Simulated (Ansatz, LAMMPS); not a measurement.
# Relaxing amorphous 62SiO2-38GeO2 (mol %) (96 atoms), part 3 of 4

How does amorphous 62SiO2-38GeO2 (mol %) (96 atoms) relax, and what do bonds, charges and levels look like afterwards?

Ansatz 0.2.0; Kohn-Sham DFT, PBE, PAW (set soft_2), plane waves.

The cell: 20 Si, 12 Ge and 64 O. The quench rate of 50 K/ps is many orders above laboratory rates. The starting topology of bonds comes from the classical model. Sampling is at Γ alone, for a cell whose shortest periodic width is 11 Å.

So far. Step 4 (Cell and atoms relaxed): The relaxation changed the energy by -77.3 meV/atom, and atoms moved by 0.32 Å r.m.s., 0.81 Å at most.

### Step 6. Single point at the relaxed geometry

One more single point at the end of the walk gives the fuller output and checks the residual forces.

The input, input.yaml:

```yaml
crystal:
  lattice:
    - [11.71844, 0.16777, -0.37536]
    - [0.16777, 10.96694, 0.14783]
    - [-0.37536, 0.14783, 10.92039]
  atoms:
    - { symbol: Si, position: [0.96202, 0.18661, 0.79464] }
    - { symbol: Si, position: [0.27413, 0.4262, 0.96974] }
    - { symbol: Si, position: [0.62616, 0.6987, 0.48274] }
    - { symbol: Si, position: [0.85805, 0.53191, 0.4772] }
    - { symbol: Si, position: [0.10509, 0.53217, 0.53336] }
    - { symbol: Si, position: [0.10273, 0.02607, 0.40994] }
    - { symbol: Si, position: [0.08428, 0.05713, 0.02607] }
    - { symbol: Si, position: [0.53849, 0.09206, 0.69195] }
    - { symbol: Si, position: [0.74918, 0.09064, 0.88008] }
    - { symbol: Si, position: [0.05987, 0.83772, 0.86045] }
    - { symbol: Si, position: [0.90775, 0.05932, 0.23833] }
    - { symbol: Si, position: [0.32892, 0.16213, 0.03942] }
    - { symbol: Si, position: [0.37893, 0.97655, 0.86064] }
    - { symbol: Si, position: [0.2176, 0.63258, 0.77185] }
    - { symbol: Si, position: [0.52557, 0.18663, 0.24448] }
    - { symbol: Si, position: [0.45994, 0.84076, 0.09213] }
    - { symbol: Si, position: [0.49411, 0.60163, 0.23734] }
    - { symbol: Si, position: [0.69904, 0.29234, 0.06205] }
    - { symbol: Si, position: [0.55231, 0.97516, 0.44439] }
    - { symbol: Si, position: [0.87407, 0.3459, 0.26157] }
    - { symbol: Ge, position: [0.41284, 0.38173, 0.40393] }
    - { symbol: Ge, position: [0.53666, 0.51072, 0.99231] }
    - { symbol: Ge, position: [0.06572, 0.49684, 0.13463] }
    - { symbol: Ge, position: [0.73934, 0.87797, 0.07888] }
    - { symbol: Ge, position: [0.81528, 0.43607, 0.74967] }
    - { symbol: Ge, position: [0.14493, 0.03635, 0.68373] }
    - { symbol: Ge, position: [0.48671, 0.62648, 0.74152] }
    - { symbol: Ge, position: [0.18523, 0.25591, 0.52266] }
    - { symbol: Ge, position: [0.32331, 0.90941, 0.31806] }
    - { symbol: Ge, position: [0.87176, 0.65479, 0.94567] }
    - { symbol: Ge, position: [0.24624, 0.62036, 0.31559] }
    - { symbol: Ge, position: [0.54119, 0.3679, 0.6637] }
    - { symbol: O, position: [0.98723, 0.58133, 0.45393] }
    - { symbol: O, position: [0.29993, 0.28276, 0.95078] }
    - { symbol: O, position: [0.52231, 0.30175, 0.33726] }
    - { symbol: O, position: [0.39239, 0.48811, 0.01953] }
    - { symbol: O, position: [0.62588, 0.84516, 0.44925] }
    - { symbol: O, position: [0.75487, 0.63748, 0.47519] }
    - { symbol: O, position: [0.69056, 0.36484, 0.68653] }
    - { symbol: O, position: [0.3887, 0.9316, 0.17865] }
    - { symbol: O, position: [0.07729, 0.91374, 0.9886] }
    - { symbol: O, position: [0.19028, 0.98234, 0.30563] }
    - { symbol: O, position: [0.22676, 0.49994, 0.84509] }
    - { symbol: O, position: [0.55246, 0.64157, 0.36622] }
    - { symbol: O, position: [0.74226, 0.95199, 0.93563] }
    - { symbol: O, position: [0.24821, 0.15718, 0.63699] }
    - { symbol: O, position: [0.62106, 0.38015, 0.9628] }
    - { symbol: O, position: [0.03426, 0.1619, 0.67617] }
    - { symbol: O, position: [0.1453, 0.95952, 0.53901] }
    - { symbol: O, position: [0.41438, 0.95305, 0.44282] }
    - { symbol: O, position: [0.34261, 0.67909, 0.72622] }
    - { symbol: O, position: [0.30877, 0.75372, 0.359] }
    - { symbol: O, position: [0.42885, 0.70558, 0.14816] }
    - { symbol: O, position: [0.97141, 0.54584, 0.01355] }
    - { symbol: O, position: [0.80303, 0.96995, 0.19349] }
    - { symbol: O, position: [0.12894, 0.61556, 0.65246] }
    - { symbol: O, position: [0.85275, 0.09741, 0.79084] }
    - { symbol: O, position: [0.41343, 0.08394, 0.95628] }
    - { symbol: O, position: [0.55176, 0.64389, 0.89508] }
    - { symbol: O, position: [0.37973, 0.51844, 0.28868] }
    - { symbol: O, position: [0.58173, 0.53098, 0.15268] }
    - { symbol: O, position: [0.47611, 0.46463, 0.76675] }
    - { symbol: O, position: [0.41239, 0.85331, 0.9483] }
    - { symbol: O, position: [0.59677, 0.85987, 0.11729] }
    - { symbol: O, position: [0.99609, 0.07884, 0.13221] }
    - { symbol: O, position: [0.13047, 0.62661, 0.20653] }
    - { symbol: O, position: [0.04649, 0.15463, 0.91595] }
    - { symbol: O, position: [0.83043, 0.42385, 0.37817] }
    - { symbol: O, position: [0.48724, 0.44984, 0.5268] }
    - { symbol: O, position: [0.79642, 0.72658, 0.06319] }
    - { symbol: O, position: [0.5717, 0.67475, 0.61898] }
    - { symbol: O, position: [0.47665, 0.2264, 0.65521] }
    - { symbol: O, position: [0.21654, 0.5463, 0.45046] }
    - { symbol: O, position: [0.21368, 0.09336, 0.07142] }
    - { symbol: O, position: [0.91567, 0.32786, 0.81422] }
    - { symbol: O, position: [0.86723, 0.19709, 0.28116] }
    - { symbol: O, position: [0.39995, 0.18852, 0.17022] }
    - { symbol: O, position: [0.87961, 0.48299, 0.61806] }
    [... 12 atom lines left out ...]
    - { symbol: O, position: [0.7864, 0.56092, 0.84552] }
    - { symbol: O, position: [0.16438, 0.73348, 0.85968] }
    - { symbol: O, position: [0.45916, 0.98592, 0.74388] }
    - { symbol: O, position: [0.04419, 0.92671, 0.74154] }
    - { symbol: O, position: [0.00283, 0.39394, 0.23462] }
    - { symbol: O, position: [0.09852, 0.1757, 0.41557] }
kpoints:
  mp_grid: { grid: [1, 1, 1] }
hamiltonian:
  xc: pbe
scf:
  occupations: { method: fermi_dirac, width: 0.025 }
output:
  forces: true
  stress: true
  populations: true
  dos:
    method: { smearing: { sigma: 0.08 } }
    de: 0.05
    projected: { site_lists: { Ge: [Ge], O: [O], Si: [Si] } }
  eigenvalues: true
  write_density: true
  write_potential: true
  volumetric_format: npy
```

The run is started by

```console
$ ansatz run input.yaml --threads 4 --pin off --max-ram 8192MiB --backend cpu --events-out ev --progress --plain --runs-dir out
```

Numbers of over 12 decimals in the logs are rounded to 6 here.

The log of the run:

```text
[...]
Crystal: 96 atoms, lattice volume = 1401.311 Å³
Basis set: ecut = 420 eV, 27417 PW (Γ), exchange–correlation on 160×150×150 points (8 copies of the dense FFT grid, shifted against one another)
Bands: 412, of which v1, the nominal top of the filled ones, is band 316 counted from 1 (315 counted from 0)
Symmetry: 1 space group operations
[...]
k-points: 1
[...]
SCF iter   1: F=—  HF=-100629.537606 eV  |F-HF|=—  |Δ(HF+E_count)|=         —  Δρ=2.33e-3  dr2=1.27e-1  ethr=1.77e-3  ⟨swp⟩=5.0  Hψ=1604  notcnv=0  defer=81
[...]
SCF iter  10: F=-100629.538749 eV  HF=-100629.538749 eV  |F-HF|=2.96e-8  |Δ(HF+E_count)|=   3.02e-8  Δρ=1.58e-6  dr2=3.35e-8  ethr=1.58e-11  ⟨swp⟩=17.0  Hψ=3419  notcnv=0
SCF 1 converged in 10 iterations: F = -100629.538749 eV  dr2 = 3.35e-8
[...]
WARN: The input density's exchange-correlation potential varies sharply where the density is thin. Do not read a vacuum level from v_tot or v_xc, or from such a field of the output density. On a cell that repeats whose density bears no net charge and no dipole along the vacuum's axis use v_es (v_loc + v_h of the components); [...]
SCF converged after 10 iterations
Free energy (F): -100629.538749 eV
[...]
Internal energy: -100629.538749 eV  (E = F + TS)
E sigma→0 (E₀):  -100629.538749 eV
Fermi energy:    4.098049 eV
[...]
--- Forces (eV/Å), atoms counted from 1 ---
  atom   1  Si    -0.00066231    -0.00808723    -0.01784382
  atom   2  Si     0.00467096     0.00457256     0.00206511
  atom   3  Si    -0.00683076    -0.00334079    -0.01530423
  atom   4  Si    -0.00317851     0.00340018    -0.00472982
  atom   5  Si     0.01035015     0.00415658     0.00010679
  atom   6  Si    -0.00134757     0.00780583     0.00143118
  atom   7  Si    -0.00540108     0.00680172     0.01131115
  atom   8  Si     0.00708717     0.00231435    -0.00164058
  atom   9  Si     0.00688977     0.00509452    -0.00004591
  atom  10  Si     0.00718955     0.00473555    -0.00298751
  atom  11  Si     0.00724860     0.00037093     0.00028906
  atom  12  Si    -0.00133795    -0.00920447    -0.00343602
  atom  13  Si     0.01100593     0.00278152    -0.00080941
  atom  14  Si    -0.01142651    -0.00290049     0.00082022
[...]
atom  95  O     -0.00215745    -0.00265416     0.00382111
  atom  96  O     -0.00022534    -0.00179890    -0.00278933
  max |Σ_I F_I| component: 2.93e-5 eV/Å
--- Stress (GPa, compression-positive) ---
        0.015991       0.010643      -0.015475
        0.010645      -0.027762       0.005084
       -0.015474       0.005084      -0.028279
  P = ⅓ Tr σ = -0.0133 GPa (-0.133 kbar)
--- Band table (eV) ---
[...]
--- Löwdin populations: 96 sites ---
  site symbol       q [e]
     0     Si      2.2374
     1     Si      2.2246
     2     Si      2.2063
[...]
95      O      6.7595
  spilling = 0.009545 (of n_electrons = 632.000000)
```

Wall time 23 s (4 threads of Arm Neoverse V2, shared host); peak memory 1.9 GiB; 86 s of CPU time.

The program notes that the exchange-correlation potential is rough where the density is thin.

The run gave:

```yaml
free_energy: -100629.5387 eV
free_energy_per_atom: -1048.2244 eV/atom
scf_cycles: 10
pressure: -0.01335 GPa
r_m_s_force_component: 0.00612 eV/Å
longest_force: 0.02976 eV/Å
fermi_energy: 4.098 eV
spacing_of_highest_filled_and_lowest_empty_level: 2.605 eV
spilling_of_the_projection: 0.009545
```

Löwdin charges by element and coordination (they lack the spilled electrons, 0.063 e an atom on average):

| element | coordination | atoms | mean charge (e) | spread | least | most |
| --- | --- | --- | --- | --- | --- | --- |
| Ge | all | 12 | 1.61 | 0.0233 | 1.57 | 1.65 |
| Ge | 4 | 11 | 1.61 | 0.0219 | 1.58 | 1.65 |
| Ge | 5 | 1 | 1.57 | 0 | 1.57 | 1.57 |
| O | all | 64 | -0.761 | 0.0242 | -0.797 | -0.693 |
| O | 2 | 63 | -0.762 | 0.0228 | -0.797 | -0.699 |
| O | 3 | 1 | -0.693 | 0 | -0.693 | -0.693 |
| Si | all | 20 | 1.77 | 0.0152 | 1.74 | 1.79 |

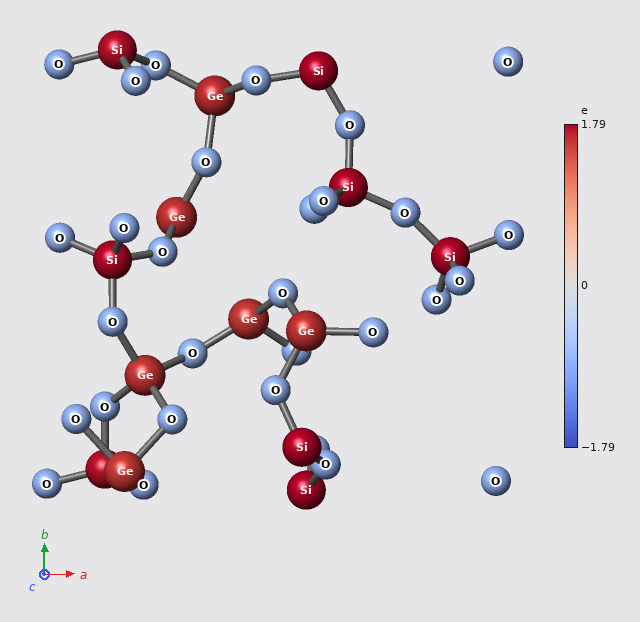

Atoms coloured by Löwdin charge. Drawn is a slice 4 Å thick, seen along the normal of the ab plane. Bonds to atoms that aren't drawn are left out.

Charge against the make-up of the first shell:

| Ge neighbours of O | atoms | mean charge (e) |
| --- | --- | --- |
| 0 | 27 | -0.782 |
| 1 | 25 | -0.757 |
| 2 | 12 | -0.723 |

Density of states as counts of states in windows of 1 eV (from the Fermi level), total and the larger projections:

| from (eV) | to (eV) | total | O p | Si p |
| --- | --- | --- | --- | --- |
| -18 | -17 | 3.0 | 0.1 | 0.2 |
| -17 | -12 | 0.0 | 0.0 | 0.0 |
| -12 | -11 | 4.2 | 2.5 | 0.1 |
| -11 | -10 | 17.5 | 10.9 | 0.5 |
| -10 | -9 | 14.4 | 9.2 | 0.7 |
| -9 | -8 | 20.0 | 13.8 | 1.7 |
| -8 | -7 | 37.1 | 27.8 | 4.8 |
| -7 | -6 | 31.1 | 23.8 | 3.2 |
| -6 | -5 | 30.1 | 24.1 | 2.2 |
| -5 | -4 | 64.2 | 56.2 | 2.7 |
| -4 | -3 | 87.2 | 81.5 | 1.6 |
| -3 | -2 | 70.0 | 67.6 | 0.6 |
| -2 | -1 | 8.3 | 7.9 | 0.1 |
| -1 | 1 | 0.0 | 0.0 | 0.0 |
| 1 | 2 | 2.2 | 0.5 | 0.0 |
| 2 | 3 | 6.1 | 1.6 | 0.2 |
| 3 | 4 | 9.8 | 2.5 | 0.5 |
| 4 | 5 | 8.3 | 1.7 | 0.7 |

Between -26 and -18 eV lie 225 more states.

About 20 of the 632 electrons lie in deeper levels, below the stored range.

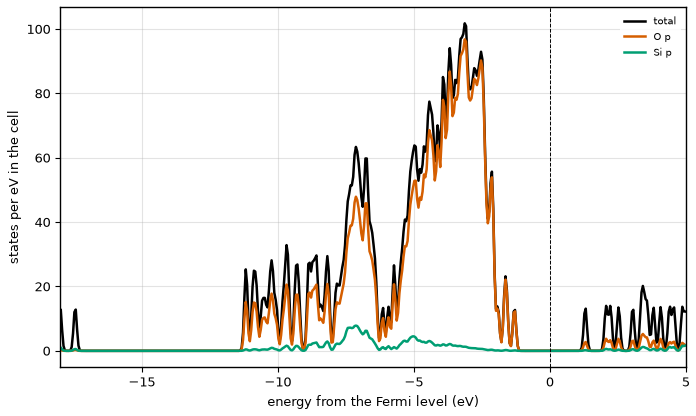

Total and projected density of states, with the broadening of the input.

The levels nearest the highest filled one (over half full), pooled over k-points and spins:

| level less the highest filled one (eV) | occupation |
| --- | --- |
| -0.782 | 2 |
| -0.780 | 2 |
| -0.608 | 2 |
| -0.356 | 2 |
| -0.290 | 2 |
| 0 | 2 |
| 2.61 | 0 |
| 3.37 | 0 |
| 3.53 | 0 |
| 3.83 | 0 |
| 4.35 | 0 |
| 4.67 | 0 |

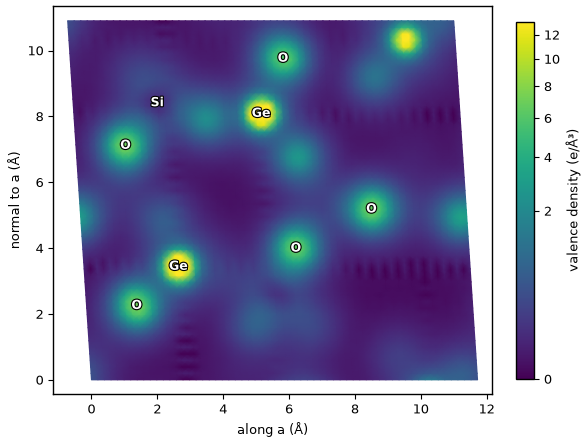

Valence density in the ac plane at fractional y = 0.626, with atoms of Si and Ge and O within 0.2 Å of it. It is the smooth field of the valence electrons, not physical close to the nuclei. The colour scale is stretched toward low values.

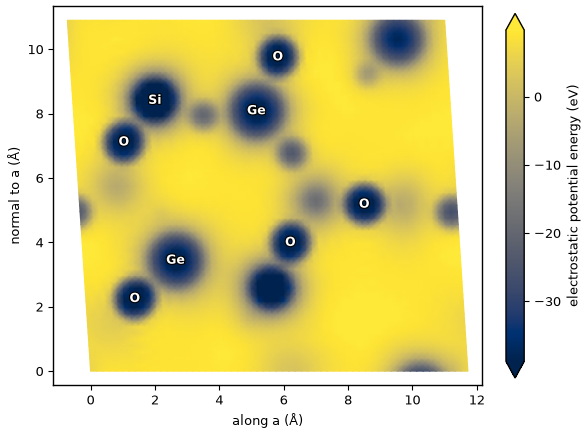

Electrostatic potential energy in the ac plane at fractional y = 0.626, with atoms of Si and Ge and O within 0.2 Å of it. With pseudopotentials it is smooth inside the atoms' cores, unlike the true potential.

Mean Löwdin charges: Ge +1.61, O -0.76, Si +1.77 e (they miss 0.95 % of the electrons, so they add up to more than the cell's charge). The charge on O changes by +0.029 e for each Ge neighbour that takes the place of another kind, on average.

A closer look about O60, which has 3 bonded neighbours where the commonest count for O is 2: 13 atoms, nearest first, numbered in the order of the input, with positions taken from that point.

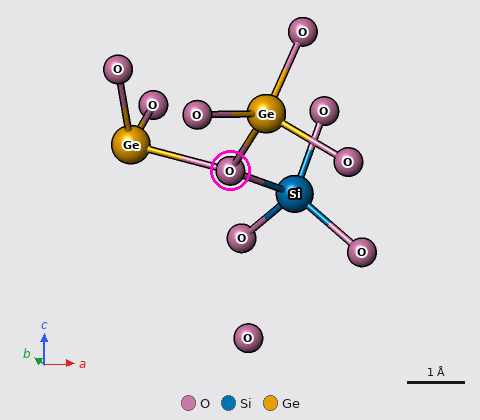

The atoms of the table, within 3.0 Å (arrows a, b, c point along x, y, z); some may hide others; the central atom is ringed.

| atom | x | y | z | distance (Å) | bonds | Löwdin charge (e) |
| --- | --- | --- | --- | --- | --- | --- |
| O60 | 0.00 | 0.00 | 0.00 | 0.00 | 3 | -0.69 |
| Si17 | 1.37 | 0.92 | -0.59 | 1.76 | 4 | 1.74 |
| Ge31 | -1.56 | 1.10 | 0.36 | 1.94 | 4 | 1.60 |
| Ge21 | 0.32 | -1.48 | 1.23 | 1.95 | 4 | 1.58 |
| O44 | 2.02 | 1.39 | 0.80 | 2.58 | 2 | -0.78 |
| O53 | 0.66 | 2.04 | -1.53 | 2.63 | 2 | -0.78 |
| O73 | -1.97 | 0.30 | 1.83 | 2.71 | 2 | -0.76 |
| O52 | -0.82 | 2.58 | 0.83 | 2.83 | 2 | -0.73 |
| O35 | 1.62 | -2.35 | 0.44 | 2.88 | 2 | -0.75 |
| O61 | 2.42 | 0.15 | -1.56 | 2.88 | 2 | -0.74 |
| O69 | 1.16 | -0.70 | 2.55 | 2.89 | 2 | -0.73 |
| O88 | -1.13 | -2.38 | 1.38 | 2.98 | 2 | -0.72 |
| O36 | 0.24 | -0.37 | -2.95 | 2.98 | 2 | -0.78 |

The column of bonds counts only the pairs O-Si within 2.08 Å, O-Ge within 2.27 Å; other neighbours, such as metal atoms beside each other in a compound, aren't counted, and periodic images can show an atom twice.

[end of part 3 of 4]

[Logs are printed without paths, hosts, clocks, repeated set-up lines and the standing remarks that a program may print on its own settings, such as how far it seeks lower states.]

[Hosts, paths, dates, database ids (printed as entryN), source tags and the programs' standing remarks are cut or masked in the printed files.]
